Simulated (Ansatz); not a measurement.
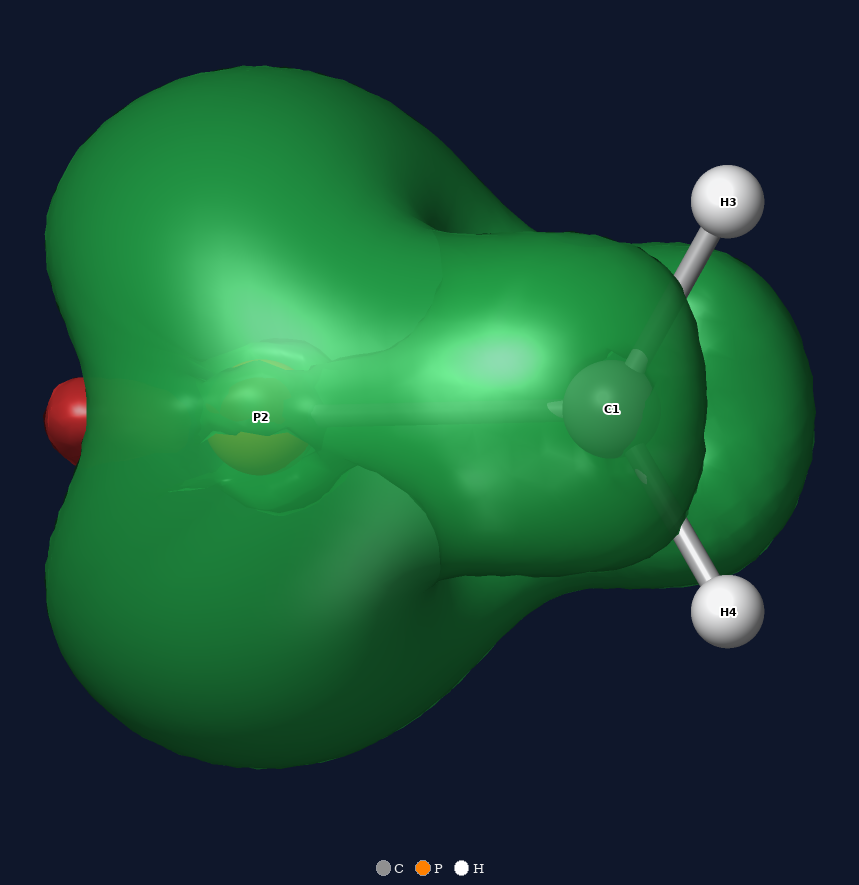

CH2P (charge +1, triplet). Isosurfaces of the spin density at +0.04 (green) and −0.04 e/Å³ (red), seen at a tilt.

Geometry: B3LYP-D3(BJ)/def2-SVP.

Level of theory: isolated molecule in a Gaussian basis; Kohn-Sham density functional theory, functional PBE0 (Ansatz).

> Which atoms carry the spin?

The unpaired spin (2 electrons) lies mostly on P2 (about 1.4) and C1 (about 0.5), in electrons by Hirshfeld's partition.
